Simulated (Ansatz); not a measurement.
# SnHClOF2 (SMILES [OH][Sn]([F])([F])[Cl]): B3LYP/def2-SVP (core potential)

What is the energy change on altering one bond length of SnHClOF2 at B3LYP/def2-SVP (core potential)? 

The results are computed with Ansatz 0.2.0.

119 further runs of the same task are left out: 1 that didn't finish, 118 set aside as unsound or not needed. Runs told in other sessions of the task aren't counted.

## Step 1: The system as given

SnHClOF2: 6 atoms, total charge 0, spin state singlet. As SMILES, `[OH][Sn]([F])([F])[Cl]`. The shape is that of a PBE0-D4/def2-TZVP optimisation. This is one conformer, not always the lowest.

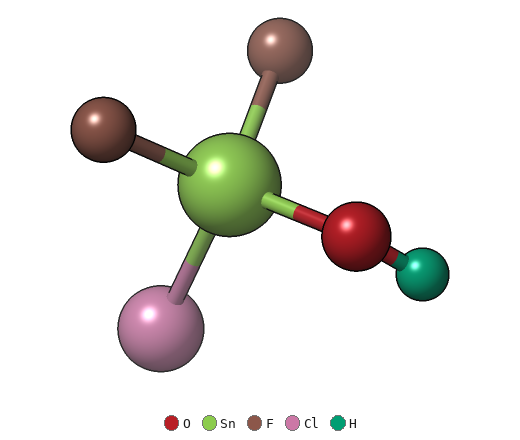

Viewed from a chosen angle; oxygen red, tin green, fluorine brown, chlorine pink, hydrogen teal.

## Step 2: A single-point energy at B3LYP/def2-SVP (core potential)

Input file run.yaml:

```yaml
crystal:
  periodic: [false, false, false]
  atoms:
    - symbol: O
      position_ang: [-0.464000, 0.283900, 1.476300]
    - symbol: Sn
      position_ang: [0.252400, -0.175700, -0.247500]
    - symbol: F
      position_ang: [1.982500, -0.856500, 0.056700]
    - symbol: F
      position_ang: [-0.743300, -1.587100, -1.019700]
    - symbol: Cl
      position_ang: [0.329400, 1.540600, -1.744400]
    - symbol: H
      position_ang: [-1.315000, 0.730600, 1.432500]
basis:
  gaussian:
    orbitals: def2-SVP
hamiltonian:
  xc: {name: B3LYP}
accuracy: high
output: {orbitals: {seedname: orbitals}}
```

Command:

```bash
$ ansatz run run.yaml --threads 1 --pin off --max-ram 3480MiB --events-out events.jsonl --progress --plain --runs-dir runs
```

Output:

```text
Warning: RAYON_NUM_THREADS=1 ignored (pool sized by the plan → 1); use --threads N
Functional definition: B3LYP
  name "B3LYP"
  parameter a0 = 0.2
  parameter ax = 0.72
  parameter ac = 0.81
  exchange = (1 - a0 - ax)*slater_x + ax*b88_x + a0*exact_x
  correlation = (1 - ac)*vwn_rpa_c + ac*lyp_c
1947 factors; integrals over basis functions are off by at most 3.3e-9 eV
mean field evaluation 1: about -25837.1485 eV, gradient 7.1e1 eV
mean field evaluation 2: about -25807.9807 eV, gradient 1.4e2 eV
mean field evaluation 4: about -25845.6422 eV, gradient 1.1e1 eV
mean field evaluation 8: about -25845.9355 eV, gradient 7.6e-1 eV
mean field evaluation 16: about -25845.9367 eV, gradient 1.4e-4 eV
mean field -25845.93674806 eV, -949.8206564860 hartree, gradient 5.6e-8 eV, S^2 0.000000; 0 other end points of the search recorded, 0 dependent functions left out
reference -25845.93678738 eV, -949.8206579311 hartree; 33, 33 occupied and 58, 58 virtual orbitals, 1947 factors
Total energy: -25845.93678738 eV, -949.8206579311 hartree
```

It took 11 s on 1 thread of Arm Neoverse V2, shared host; peak memory 0.34 GiB.

## Step 3: The distorted shape at the same level

Input file job.yaml:

```yaml
crystal:
  periodic: [false, false, false]
  atoms:
    - symbol: O
      position_ang: [0.216798, -0.073459, 1.511340]
    - symbol: Sn
      position_ang: [0.933198, -0.533059, -0.212460]
    - symbol: F
      position_ang: [2.663298, -1.213859, 0.091740]
    - symbol: F
      position_ang: [-0.062502, -1.944459, -0.984660]
    - symbol: Cl
      position_ang: [1.010198, 1.183241, -1.709360]
    - symbol: H
      position_ang: [-1.315000, 0.730600, 1.432500]
basis:
  gaussian:
    orbitals: def2-SVP
hamiltonian:
  xc: {name: B3LYP}
accuracy: high
output: {orbitals: {seedname: orbitals}}
```

Command:

```bash
$ ansatz run job.yaml --threads 1 --pin off --max-ram 3480MiB --events-out events.jsonl --progress --plain --runs-dir runs
```

Output:

```text
Warning: RAYON_NUM_THREADS=1 ignored (pool sized by the plan → 1); use --threads N
[... 7 set-up lines as earlier in the session ...]
1949 factors; integrals over basis functions are off by at most 3.1e-9 eV
mean field evaluation 1: about -25830.6304 eV, gradient 7.6e1 eV
mean field evaluation 2: about -25761.1198 eV, gradient 1.7e2 eV
mean field evaluation 4: about -25841.4545 eV, gradient 1.8e1 eV
mean field evaluation 8: about -25842.0285 eV, gradient 9.1e-1 eV
mean field evaluation 16: about -25842.1157 eV, gradient 1.2e-4 eV
mean field -25842.11568242 eV, -949.6802349137 hartree, gradient 2.0e-8 eV, S^2 0.000000; 0 other end points of the search recorded, 0 dependent functions left out
reference -25842.11572398 eV, -949.6802364411 hartree; 33, 33 occupied and 58, 58 virtual orbitals, 1949 factors
Total energy: -25842.11572398 eV, -949.6802364411 hartree
```

Run time: 9.9 s. Hardware: 1 thread of Arm Neoverse V2, shared host; peak memory 0.34 GiB.

## Step 4: Outcome

At B3LYP/def2-SVP (core potential):

| quantity | value |
| --- | --- |
| first shape: total energy | -949.82066 Eh |
| first shape: HOMO energy | -9.50 eV |
| first shape: LUMO energy | -2.96 eV |
| first shape: HOMO–LUMO gap | 6.54 eV |
| distorted shape: total energy | -949.68024 Eh |
| distorted shape: HOMO energy | -9.20 eV |
| distorted shape: LUMO energy | -4.96 eV |
| distorted shape: HOMO–LUMO gap | 4.25 eV |
| energy change with the O1–H6 bond stretched from 0.962 to 1.732 Å | 3.821 eV |

What this shows: With the O1–H6 bond stretched from 0.962 to 1.732 Å the energy rises by 3.82 eV (88 kcal/mol). The first shape isn't relaxed at this level, so the change isn't measured from a minimum. A restricted reference can't describe the breaking bond well at this length.
